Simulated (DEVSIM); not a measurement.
Structure: Schottky contact on n-type Si, at 300 K.

```tsv
layer (left to right)	material	thickness (μm)	Nd (cm⁻³)	τn (s)	τp (s)
1	Si	11.0	5.4e16	5.3e-6	5.3e-6
```

Left contact: Schottky, work function 4.32 eV, emission velocity 1.8e6 cm/s. Right contact: ohmic. Voltage is applied to the left contact. Recombination: SRH at mid-gap. Mobility is constant in doping.

This is a model device: material constants are rounded textbook-type values typed into the input, and sizes, dopings and lifetimes were drawn at random. Values at 300 K.

```tsv
parameter	Si
gap (eV)	1.124
affinity (eV)	4.05
permittivity	11.7
Nc (cm⁻³)	2.86e19
Nv (cm⁻³)	3.1e19
μn (cm²/Vs)	1417
μp (cm²/Vs)	470
```

Model (solved in DEVSIM): 1D drift-diffusion, Boltzmann statistics, complete ionisation; no tunnelling, impact ionisation, image-force lowering or self-heating. Metal contacts follow the ideal Schottky-Mott rule: no Fermi-level pinning, no interface dipoles.

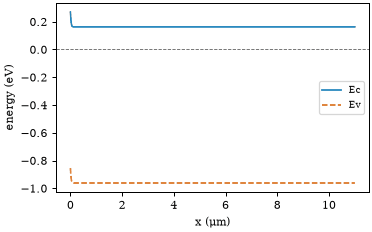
Figure. Band edges at zero bias

Energies count from the Fermi level of the right contact; mesh points crowd at the junctions.

```tsv
x (μm)	Ec (eV)	Ev (eV)	n (cm⁻³)	p (cm⁻³)	field (V/cm)
0.000	0.270	-0.854	8.3e14	140000	-37000
0.01515	0.223	-0.901	5.1e15	23000	-25000
0.03729	0.184	-0.940	2.3e16	5100	-11000
0.07587	0.165	-0.959	4.8e16	2400	-1600
0.1598	0.162	-0.962	5.4e16	2200	-14
0.2754	0.162	-0.962	5.4e16	2200	≈ 0
0.4637	0.162	-0.962	5.4e16	2200	≈ 0
0.8734	0.162	-0.962	5.4e16	2200	≈ 0
1.438	0.162	-0.962	5.4e16	2200	≈ 0
2.356	0.162	-0.962	5.4e16	2200	≈ 0
3.698	0.162	-0.962	5.4e16	2200	≈ 0
6.695	0.162	-0.962	5.4e16	2200	≈ 0
8.256	0.162	-0.962	5.4e16	2200	≈ 0
9.324	0.162	-0.962	5.4e16	2200	≈ 0
10.14	0.162	-0.962	5.4e16	2200	≈ 0
10.46	0.162	-0.962	5.4e16	2200	≈ 0
10.68	0.162	-0.962	5.4e16	2200	≈ 0
10.81	0.162	-0.962	5.4e16	2200	≈ 0
10.91	0.162	-0.962	5.4e16	2200	≈ 0
10.95	0.162	-0.962	5.4e16	2200	≈ 0
10.98	0.162	-0.962	5.4e16	2200	≈ 0
11.00	0.162	-0.962	5.4e16	2200	≈ 0
```
